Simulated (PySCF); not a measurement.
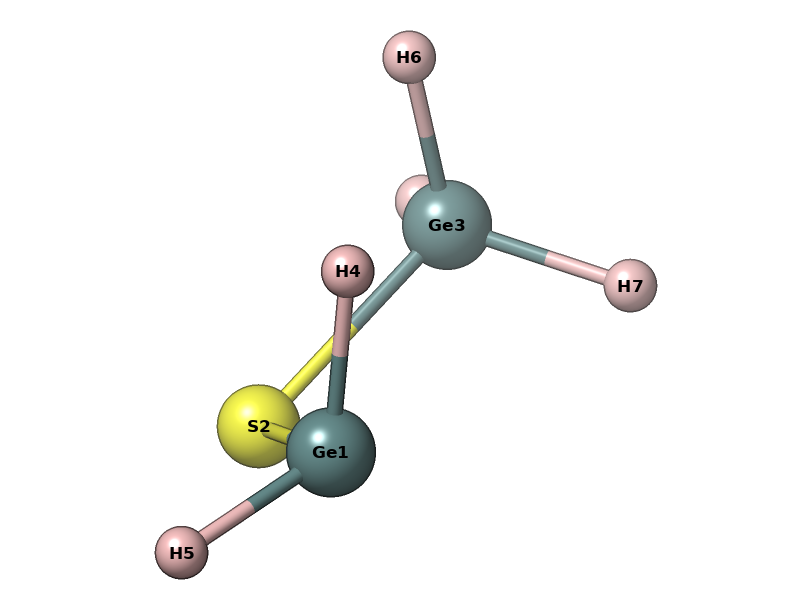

S2 lies behind Ge1. The molecule seen a little off the Ge1–S2 bond, Ge1 in front. Depth is shown by fading: the farther an atom, the more it takes the colour of the background. Charge 0, doublet. The geometry was computed by an optimisation with PBE0-D3(BJ)/def2-SVP. No frequency run is at hand to confirm it as a minimum.

### What is the torsion angle H4–Ge1–S2–Ge3? The sign is positive where the front bond must turn clockwise to cover the back bond.

47°, synclinal (gauche).
